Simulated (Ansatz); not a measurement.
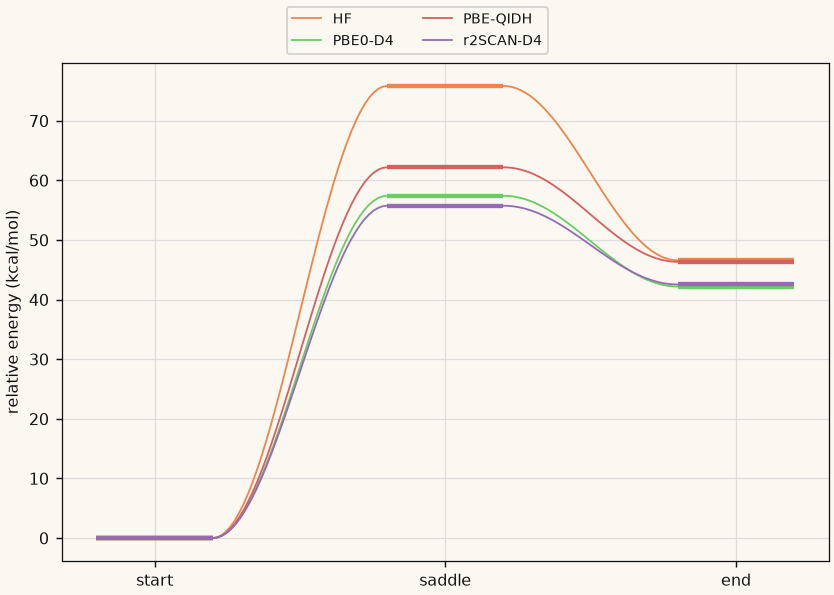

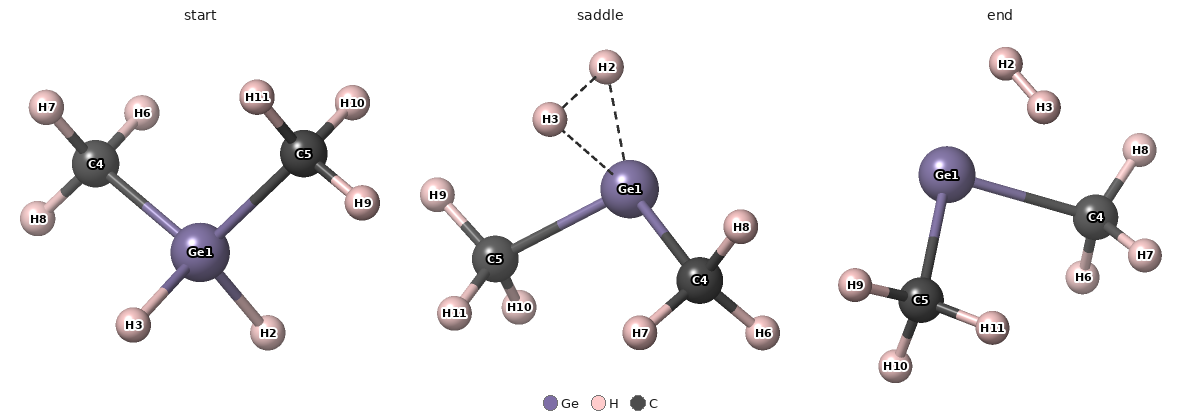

One elementary step of C₂H₈Ge, singlet: start, first-order saddle point (changing pairs dashed) and end. Electronic energies at PBE0-D4/def2-TZVP geometries, energies in def2-TZVPP, the Ansatz code; cores frozen in correlated methods, no zero-point terms. Start and end are the structures at the ends of the path (complexes, where there are several molecules). On heavy atoms the filled d shell below the valence is correlated. Lines between the levels only guide the eye.

In the step H2–H3 (2.50 → 1.17 → 0.76 Å) forms; Ge1–H2 (1.54 → 1.58 → 2.26 Å) and Ge1–H3 (1.54 → 1.75 → 2.39 Å) break (lengths at start, saddle and end; changes of bond order aren't listed).

What are the heights of saddle and end over the start, in kcal/mol?

| level | barrier | reverse barrier | step energy |
| --- | --- | --- | --- |
| HF | 75.8 | 29.3 | 46.6 |
| PBE0-D4 | 57.4 | 15.2 | 42.2 |
| PBE-QIDH | 62.2 | 15.9 | 46.3 |
| r2SCAN-D4 | 55.8 | 13.2 | 42.5 |

Limits of at least one run: no scalar relativity up to krypton; restricted reference unstable towards unrestricted.
